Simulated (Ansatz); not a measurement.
H6PtC2

```xyz
36
Lattice="5.8731 0.0000 0.0000 0.0000 5.8731 0.0000 0.0000 0.0000 5.8731" Properties=species:S:1:pos:R:3 pbc="T T T"
H     1.8145    0.0000    0.0000
H     4.7511    2.9365    0.0000
H     4.7511    0.0000    2.9365
H     1.8145    2.9365    2.9365
H     0.0000    1.8145    0.0000
H     2.9365    4.7511    0.0000
H     2.9365    1.8145    2.9365
H     0.0000    4.7511    2.9365
H     4.0585    0.0000    0.0000
H     1.1220    2.9365    0.0000
H     1.1220    0.0000    2.9365
H     4.0585    2.9365    2.9365
H     2.9365    1.1220    0.0000
H     0.0000    4.0585    0.0000
H     0.0000    1.1220    2.9365
H     2.9365    4.0585    2.9365
H     0.0000    0.0000    1.8145
H     2.9365    2.9365    1.8145
H     2.9365    0.0000    4.7511
H     0.0000    2.9365    4.7511
H     2.9365    0.0000    1.1220
H     0.0000    2.9365    1.1220
H     0.0000    0.0000    4.0585
H     2.9365    2.9365    4.0585
Pt    0.0000    0.0000    0.0000
Pt    2.9365    2.9365    0.0000
Pt    2.9365    0.0000    2.9365
Pt    0.0000    2.9365    2.9365
C     1.4683    1.4683    1.4683
C     4.4048    4.4048    1.4683
C     4.4048    1.4683    4.4048
C     1.4683    4.4048    4.4048
C     4.4048    1.4683    1.4683
C     1.4683    4.4048    1.4683
C     1.4683    1.4683    4.4048
C     4.4048    4.4048    4.4048
```

Space group Fm-3m; a structure generated by program, which may or may not match a known phase.

All numbers below come from DFT PBE, scalar-relativistic, plane waves, PAW (Ansatz 0.2.0).

> What will maps of the valence pseudo-density and electron localisation function show?

Pt–H (1.81 Å): ρ is about 1.3 e/Å³ halfway; the ELF climbs to about 1 towards the hydrogen.
Pt–C (2.54 Å): the density is about 0.39 e/Å³ at the midpoint; the ELF peaks at about 0.85 in the valence shell of C, 0.7 Å from its nucleus, and drops to about 0.25 between the two atoms.

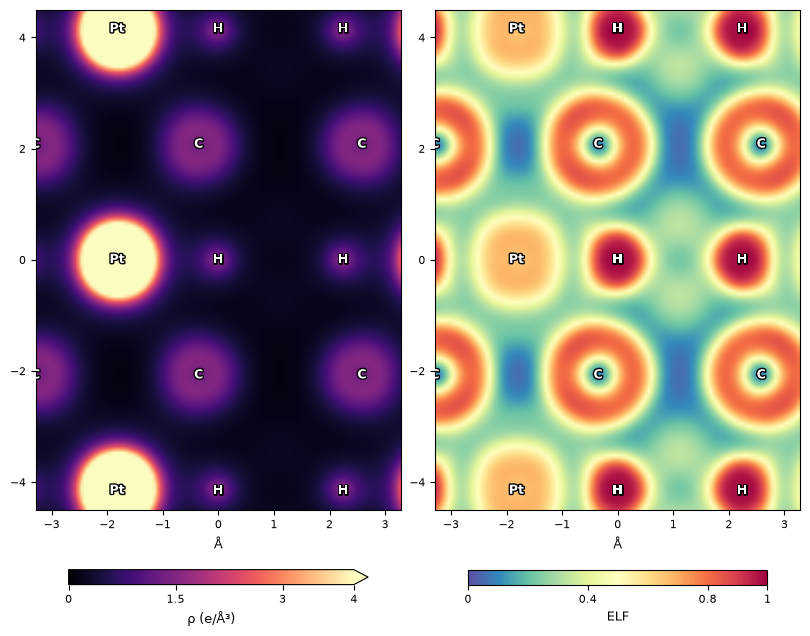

Computed valence pseudo-density and electron localisation function on the (101) plane of the conventional cell, in this order. 

Core electrons are frozen (PAW), and the valence fields are smoothed inside the atomic spheres.
